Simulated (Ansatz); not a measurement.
# Simulated XPS, UPS and emission spectra of AgSbH2C2N2F6, part 2 of 3

Aim: the valence spectrum of AgSbH2C2N2F6 from He I to hard X-rays, and which orbitals make each feature. Spin–orbit coupling is left out of the bands throughout.

Ansatz 0.2.0; DFT, LDA, plane-wave PAW, default files, scalar-relativistic (the session's first sound run).

So far: Starting point; Self-consistent run, DOS and bands.

**2. Self-consistent run, DOS and bands (continued)**

The intensity has structure finer than the step of the table below, so its rows give means over 2 eV, whole bins alone (the curve runs from -24.4 to 1.47 eV). Peaks (eV: height): Ag L-beta2 -1.2: 99.9; F K -5.7: 31.3, -3.2: 99.9; F K, E along x -5.7: 31.1, -3.2: 99.1; F K, E along y -5.7: 30.7, -3.2: 103; F K, E along z -5.8: 32.1, -3.1: 98.3.

Shapes are the site's partial DOS without matrix elements, which overweights lines from ligand s bands. The intensity by emission energy less the core level's binding energy, zero at the valence-band maximum; means over each step; 7 of 13 lines; values in % of the unpolarised maximum:

| emission energy less the core level's binding energy (eV) | Ag L-beta2 | F K | F K, E along x | F K, E along y | F K, E along z | N K | N K, E along x |
| --- | --- | --- | --- | --- | --- | --- | --- |
| -22 | 0.493 | 0.253 | 0.248 | 0.258 | 0.254 | 0.0334 | 0.0366 |
| -20 | 0.605 | 0.0386 | 0.0383 | 0.0391 | 0.0384 | 0.0492 | 0.0584 |
| -18 | 0.836 | 0.0419 | 0.0418 | 0.0423 | 0.0416 | 3.50 | 4.45 |
| -16 | 1.04 | 0.0566 | 0.0566 | 0.0570 | 0.0564 | 2.50 | 3.17 |
| -14 | 1.31 | 0.0841 | 0.0843 | 0.0843 | 0.0837 | 0.0733 | 0.0819 |
| -12 | 1.91 | 0.152 | 0.153 | 0.153 | 0.150 | 0.0873 | 0.0919 |
| -10 | 3.28 | 2.34 | 2.42 | 2.43 | 2.18 | 0.488 | 0.517 |
| -8 | 6.81 | 2.21 | 2.26 | 2.22 | 2.14 | 3.47 | 3.69 |
| -6 | 13.9 | 16.5 | 16.5 | 16.2 | 16.8 | 20.1 | 21.9 |
| -4 | 28.5 | 59.4 | 58.7 | 60.9 | 58.7 | 66.7 | 65.9 |
| -2 | 76.1 | 32.1 | 32.8 | 30.8 | 32.7 | 15.1 | 14.0 |
| 0 | 65.3 | 1.42 | 1.32 | 1.34 | 1.60 | 3.05 | 3.38 |

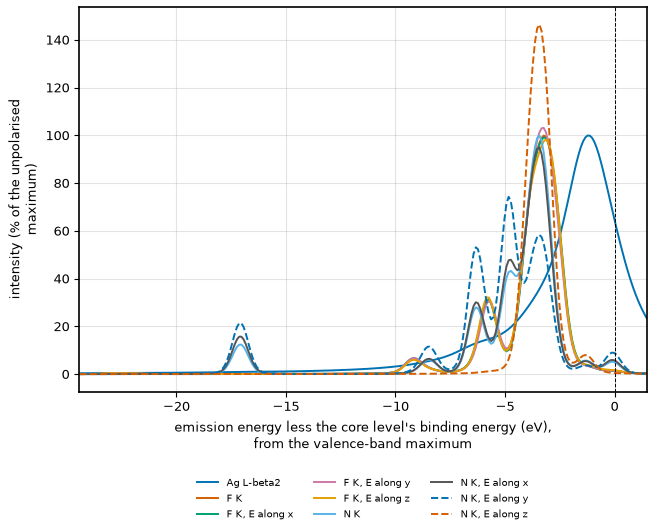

Intensity, plotted against emission energy less the core level's binding energy.

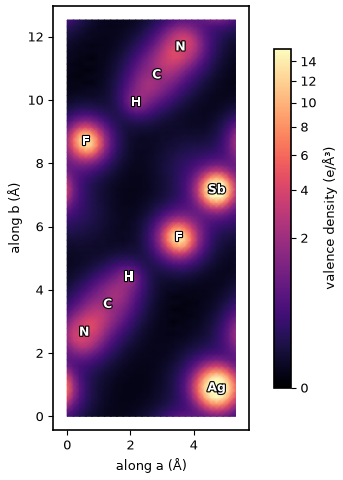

Valence density in the ab plane at fractional z = 0.000, with atoms of Sb and Ag and F and N and C and H within 0.2 Å of it. It is the smooth field of the valence electrons, not physical close to the nuclei. The map starts off the cell's origin, so that atoms lie inside it. The colour scale is stretched toward low values.

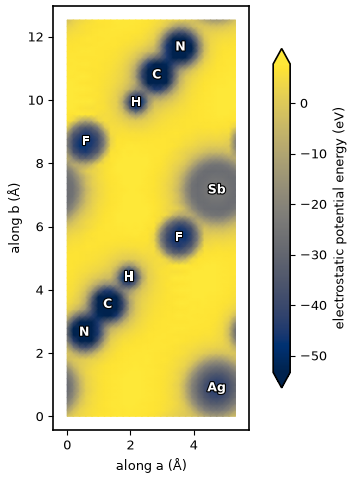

Electrostatic potential energy in the ab plane at fractional z = 0.000, with atoms of Sb and Ag and F and N and C and H within 0.2 Å of it. With pseudopotentials it is smooth inside the atoms' cores, unlike the true potential. The map starts off the cell's origin, so that atoms lie inside it.

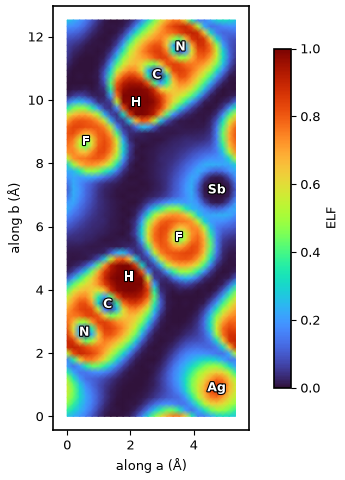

ELF in the ab plane at fractional z = 0.000, with atoms of Sb and Ag and F and N and C and H within 0.2 Å of it. It is the smooth field of the valence electrons, not physical close to the nuclei. The map starts off the cell's origin, so that atoms lie inside it.

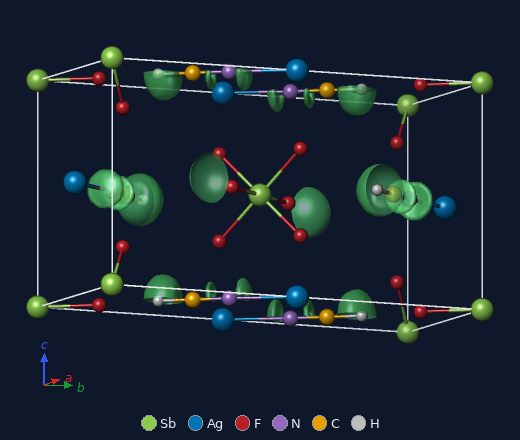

Surface of ELF = 0.85.

Recipe: projected DOS times atomic cross section and asymmetry factor (unpolarised light, 60° from the beam), occupied states only, Fermi edge at 77 K, a Lorentzian width of 0.05 eV growing by 0 eV per eV of binding energy, and a resolution of 0.3 eV. Curves are cut 10 eV under the photon energy, above any shell that the free atom's threshold puts out of reach, or at the lower edge of the window: 7.4 eV at 21.2 eV, 24.5 eV at 150 eV, 24.5 eV at 1486.7 eV and 24.5 eV at 5414.7 eV. A star in tables and legends marks shells that hold the states left over by the projection (0.7 % of the filled ones), a stand-in for orbitals that the files don't project on. Matrix elements of the solid and inelastic losses aren't modelled, nor non-dipole terms, which matter above 3 keV.

Share of each shell in the spectrum's area (%), by photon energy:

| shell | 21.2 eV | 150 eV | 1486.7 eV | 5414.7 eV |
| --- | --- | --- | --- | --- |
| Ag 4d | 14.8 | 3.8 | 44.1 | 32.4 |
| C 2s | 0.0 | 2.0 | 1.4 | 1.4 |
| C 2p | 9.2 | 1.5 | 0.1 | 0.0 |
| F 2s | 0.0 | 22.8 | 35.7 | 45.0 |
| F 2p | 55.8 | 60.6 | 8.7 | 3.0 |
| N 2s | 0.0 | 3.9 | 3.6 | 3.8 |
| N 2p | 18.9 | 4.6 | 0.4 | 0.1 |
| Sb 5s | 0.0 | 0.3 | 1.6 | 6.3 |
| Sb 5p | 0.8 | 0.2 | 1.6 | 4.4 |
| Sb 4d | 0.0 | 0.1 | 2.3 | 2.0 |

At this level the gap is 2.78 eV on the path.

**3. With r²SCAN**

This step: DFT, r2SCAN, plane-wave PAW, default files, scalar-relativistic (Ansatz 0.2.0).

The run is repeated with r²SCAN on the same cell, to see how much the levels hang on the functional.

The input, input.yaml:

```yaml
crystal:
  lattice:
    - [5.320154, 0.0, 0.0]
    - [0.0, 12.526935, 0.0]
    - [0.0, 0.0, 7.010653]
  atoms:
    - { symbol: Sb, position: [0.0, 0.0, 0.0] }
    - { symbol: Sb, position: [0.5, 0.5, 0.5] }
    - { symbol: Ag, position: [0.5, 0.0, 0.5] }
    - { symbol: Ag, position: [0.0, 0.5, 0.0] }
    - { symbol: F, position: [0.200525, 0.930762, 0.807556] }
    - { symbol: F, position: [0.799475, 0.069238, 0.807556] }
    - { symbol: F, position: [0.700525, 0.569238, 0.692444] }
    - { symbol: F, position: [0.299475, 0.430762, 0.692444] }
    - { symbol: F, position: [0.799475, 0.069238, 0.192444] }
    - { symbol: F, position: [0.200525, 0.930762, 0.192444] }
    - { symbol: F, position: [0.299475, 0.430762, 0.307556] }
    - { symbol: F, position: [0.700525, 0.569238, 0.307556] }
    - { symbol: F, position: [0.77598, 0.878896, 0.0] }
    - { symbol: F, position: [0.22402, 0.121104, 0.0] }
    - { symbol: F, position: [0.27598, 0.621104, 0.5] }
    - { symbol: F, position: [0.72402, 0.378896, 0.5] }
    - { symbol: "N", position: [0.714024, 0.859858, 0.5] }
    - { symbol: "N", position: [0.285976, 0.140142, 0.5] }
    - { symbol: "N", position: [0.214024, 0.640142, 0.0] }
    - { symbol: "N", position: [0.785976, 0.359858, 0.0] }
    - { symbol: C, position: [0.854259, 0.789418, 0.5] }
    - { symbol: C, position: [0.145741, 0.210582, 0.5] }
    - { symbol: C, position: [0.354259, 0.710582, 0.0] }
    - { symbol: C, position: [0.645741, 0.289418, 0.0] }
    - { symbol: H, position: [0.977731, 0.72072, 0.5] }
    - { symbol: H, position: [0.022269, 0.27928, 0.5] }
    - { symbol: H, position: [0.477731, 0.77928, 0.0] }
    - { symbol: H, position: [0.522269, 0.22072, 0.0] }
kpoints:
  mp_grid: { grid: [4, 2, 4] }
  band_path:
    path:
      - [0.0, 0.0, 0.0]
      - [0.5, 0.0, 0.0]
      - [0.5, 0.5, 0.0]
      - [0.0, 0.5, 0.0]
      - [0.0, 0.0, 0.0]
      - [0.0, 0.0, 0.5]
      - [0.5, 0.0, 0.5]
      - [0.5, 0.5, 0.5]
      - [0.0, 0.5, 0.5]
      - [0.0, 0.0, 0.5]
    npoints: 6
scf:
  occupations: { method: fermi_dirac, width: 0.02 }
  n_extra_bands: 40
hamiltonian:
  xc: r2scan
  pseudopotentials: { kind: paw }
output:
  forces: true
  stress: true
  dos:
    projected:
      site_lists:
        Sb1: [0, 1]
        Ag3: [2, 3]
        F5: [4, 5, 6, 7, 8, 9, 10, 11]
        F13: [12, 13, 14, 15]
        N17: [16, 17, 18, 19]
        C21: [20, 21, 22, 23]
        H25: [24, 25, 26, 27]
    de: 0.05
    e_range: [-30, 12]
    nscf_kmesh: { grid: [8, 4, 6] }
  fatbands: true
```

The run is started by

```bash
$ ansatz run input.yaml --threads 4 --pin off --max-ram 8192MiB --backend cpu --events-out ev --progress --plain --runs-dir out
```

Numbers of over 12 decimals in the logs are rounded to 6 here.

What it wrote:

```text
[...]
Crystal: 28 atoms, lattice volume = 467.227 Å³
Basis set: ecut = 500 eV, 11855 PW (Γ), exchange–correlation on 160×384×216 points (64 copies of the dense FFT grid, shifted against one another)
Bands: 136, of which v1, the nominal top of the filled ones, is band 96 counted from 1 (95 counted from 0)
Symmetry: 8 space group operations
[...]
k-points: 18 of 32
[...]
SCF iter   1: F=—  HF=-40530.985201 eV  |F-HF|=—  |Δ(HF+E_count)|=         —  Δρ=9.35e-3  dr2=5.85e-1  dr2_τ=1.98e0  ethr=1.77e-3  ⟨swp⟩=5.0  Hψ=9722  notcnv=0  defer=390
[...]
SCF iter   9: F=-40531.007633 eV  HF=-40531.007633 eV  |F-HF|=3.72e-8  |Δ(HF+E_count)|=   2.57e-7  Δρ=3.27e-6  dr2=3.97e-8  dr2_τ=3.91e-9  ethr=5.21e-11  ⟨swp⟩=15.2  Hψ=15440  notcnv=0
SCF 1 converged in 9 iterations: F = -40531.007633 eV  dr2 = 3.97e-8
[...]
NSCF: frozen V_eff on 55 k-points
[...]
SCF converged after 9 iterations
Free energy (F): -40531.007633 eV
[...]
Internal energy: -40531.007633 eV  (E = F + TS)
E sigma→0 (E₀):  -40531.007633 eV
Fermi energy:    2.325082 eV
[...]
--- Forces (eV/Å), atoms counted from 1 ---
  atom   1  Sb     0.00000000     0.00000000     0.00000000
  atom   2  Sb     0.00000000     0.00000000     0.00000000
  atom   3  Ag    -0.00000000     0.00000000     0.00000000
  atom   4  Ag     0.00000000     0.00000000     0.00000000
  atom   5  F     -0.37444191     0.33392787     0.44100650
  atom   6  F      0.37444191    -0.33392787     0.44100650
  atom   7  F     -0.37444191    -0.33392787    -0.44100650
  atom   8  F      0.37444191     0.33392787    -0.44100650
  atom   9  F      0.37444191    -0.33392787    -0.44100650
  atom  10  F     -0.37444191     0.33392787    -0.44100650
  atom  11  F      0.37444191     0.33392787     0.44100650
  atom  12  F     -0.37444191    -0.33392787     0.44100650
  atom  13  F      0.38023006     0.55841949     0.00000000
  atom  14  F     -0.38023006    -0.55841949     0.00000000
  atom  15  F      0.38023006    -0.55841949     0.00000000
  atom  16  F     -0.38023006     0.55841949     0.00000000
  atom  17  N      0.97113776    -1.03164073     0.00000000
  atom  18  N     -0.97113776     1.03164073     0.00000000
  atom  19  N      0.97113776     1.03164073     0.00000000
  atom  20  N     -0.97113776    -1.03164073     0.00000000
  atom  21  C     -0.91896649     0.81293577     0.00000000
  atom  22  C      0.91896649    -0.81293577     0.00000000
  atom  23  C     -0.91896649    -0.81293577     0.00000000
  atom  24  C      0.91896649     0.81293577     0.00000000
  atom  25  H     -0.00488582     0.14747368     0.00000000
  atom  26  H      0.00488582    -0.14747368     0.00000000
  atom  27  H     -0.00488582    -0.14747368     0.00000000
  atom  28  H      0.00488582     0.14747368     0.00000000
  max |Σ_I F_I| component: 1.67e-16 eV/Å
--- Stress (GPa, compression-positive) ---
       -3.432560       0.000000       0.000000
        0.000000      -4.142726       0.000000
        0.000000       0.000000      -2.235149
  P = ⅓ Tr σ = -3.2701 GPa (-32.701 kbar)
--- Band table (eV; the first three rows and the last of 18) ---
  k-point 0: bands = [... 92 lower, -0.4891, -0.4845, 0.4486, 0.5094, 3.9899, 4.0570, 5.2080, 5.5139, ... 36 higher]
  k-point 1: bands = [... 92 lower, -0.5329, -0.5289, 0.5144, 0.5562, 3.9956, 4.0483, 5.2711, 5.4832, ... 36 higher]
  k-point 2: bands = [... 92 lower, -0.5757, -0.5757, 0.5913, 0.5913, 4.0201, 4.0201, 5.3931, 5.3931, ... 36 higher]
  k-point 17: bands = [... 92 lower, -0.5698, -0.5698, 0.6503, 0.6503, 4.2825, 4.2825, 5.5248, 5.5248, ... 36 higher]
```

Elapsed: 2.4 min, on 4 threads of INTEL XEON PLATINUM 8581C at 2.10GHz (Emerald Rapids), shared host; peak memory 3.8 GiB.

This step gave:

* free energy: -40531.0076 eV
* Fermi energy: 2.325 eV
* pressure: -3.270 GPa
* gap on the k-mesh: 3.339 eV
* share of occupied states in no projected shell: 0.0071 of the occupied states in the window
* gap on the path: 3.339 eV
* least direct gap on the path: 3.418 eV

The electronic bands at the labelled points (eV, zero at the valence-band maximum; v1 is the highest filled band, c1 the lowest empty one):

| point | v4 | v3 | v2 | v1 | c1 | c2 | c3 | c4 |
| --- | --- | --- | --- | --- | --- | --- | --- | --- |
| Γ | -1.14 | -1.14 | -0.20 | -0.14 | 3.34 | 3.41 | 4.56 | 4.86 |
| X | -1.17 | -1.17 | -0.07 | -0.07 | 3.48 | 3.48 | 4.92 | 4.92 |
| S | -1.17 | -1.17 | -0.07 | -0.07 | 3.48 | 3.48 | 4.94 | 4.94 |
| Y | -1.14 | -1.14 | -0.17 | -0.17 | 3.37 | 3.37 | 4.70 | 4.70 |
| Γ | -1.14 | -1.14 | -0.20 | -0.14 | 3.34 | 3.41 | 4.56 | 4.86 |
| Z | -1.23 | -1.23 | -0.06 | -0.06 | 3.37 | 3.37 | 4.74 | 4.74 |
| U | -1.22 | -1.22 | 0.00 | 0.00 | 3.63 | 3.63 | 4.87 | 4.87 |
| R | -1.22 | -1.22 | 0.00 | 0.00 | 3.63 | 3.63 | 4.87 | 4.87 |
| T | -1.22 | -1.22 | -0.06 | -0.06 | 3.37 | 3.37 | 4.70 | 4.70 |
| Z | -1.23 | -1.23 | -0.06 | -0.06 | 3.37 | 3.37 | 4.74 | 4.74 |

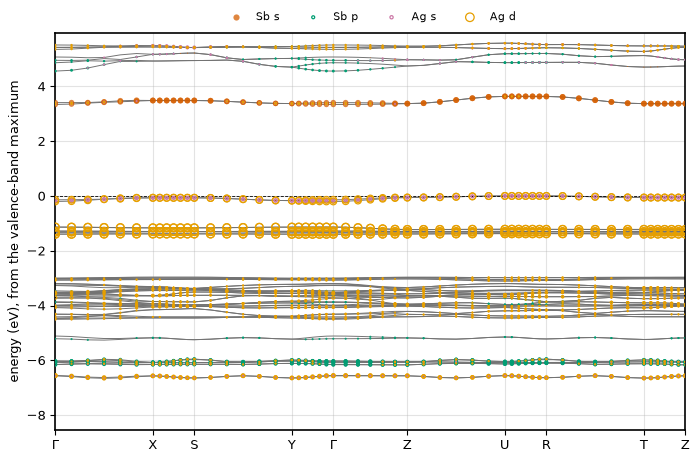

Electronic bands along the path; dots are coloured as in the legend, and their area grows with the weight.

Side by side:

| quantity | this run | base run | difference |
| --- | --- | --- | --- |
| gap on the path (eV) | 3.3394 | 2.7758 | 0.564 |
| least direct gap on the path (eV) | 3.4185 | 2.8415 | 0.577 |
| gap on the k-mesh (eV) | 3.3394 | 2.7808 | 0.559 |

One result that differs is the least direct gap on the path, 3.42 eV against 2.84 eV.

At this level the gap is 3.34 eV on the path.

[end of part 2 of 3]

[Logs are printed without paths, hosts, clocks, repeated set-up lines and the standing remarks that a program may print on its own settings, such as how far it seeks lower states.]

[Hosts, paths, dates, database ids (printed as entryN), source tags and the programs' standing remarks are cut or masked in the printed files.]

[Maps of the electrostatic potential energy from Ansatz leave out the sawtooth potential of an applied field or a dipole correction, so their vacuum need not be flat; work functions include it.]

[Peak lists hold at most the 14 tallest peaks of each spectrum; further lines can be left out.]
